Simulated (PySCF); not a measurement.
# C4H9OPS: the cost of one run

Computed with PySCF 2.14.0 and routines of our own; the level stands in each step. Atoms count from 0.

## (1) The starting structure

16 atoms, charge 0, multiplicity 1; geometry from: GFN2-xTB.

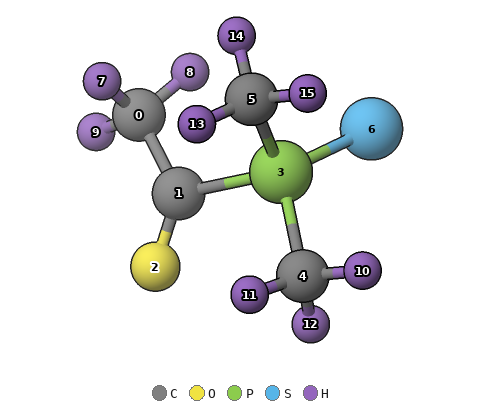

The starting geometry (carbon grey, oxygen yellow, phosphorus green, sulfur blue, hydrogen purple).

## (2) Magnetic properties: GIAO PBE0/pcSseg-1

Job settings and geometry (Å):

```
{"job": {"kind": "mag", "xc": "PBE0", "basis": "pcSseg-1", "isotopologues": 2}, "charge": 0, "multiplicity": 1}
C      2.281808    -0.021186    -0.216292
C      1.006171    -0.747860    -0.482966
O      0.862391    -1.696299    -1.203090
P     -0.444011    -0.171682     0.571323
C     -1.861678    -1.061677    -0.168674
C     -0.721645     1.598020     0.143488
S     -0.125306    -0.512692     2.457803
H      2.263652     0.925830    -0.756796
H      2.351774     0.195279     0.849728
H      3.139534    -0.602765    -0.546428
H     -2.758684    -0.808664     0.396797
H     -1.982880    -0.796445    -1.216742
H     -1.670825    -2.131119    -0.080390
H     -0.803777     1.737484    -0.932285
H      0.100121     2.191250     0.541501
H     -1.644245     1.911469     0.631610
```

Level: GIAO PBE0/pcSseg-1 magnetisability, rotational g tensor and spin-rotation constants, non-relativistic, gas phase.

Run with:

```bash
OMP_NUM_THREADS=1 python excited_run.py task.json out
```

This one command runs all jobs of the session in turn.

Q: Estimate the wall time and peak memory of this first job on 1 thread of Arm Neoverse V2, shared host.

About 26 s, with a peak of 0.81 GiB.
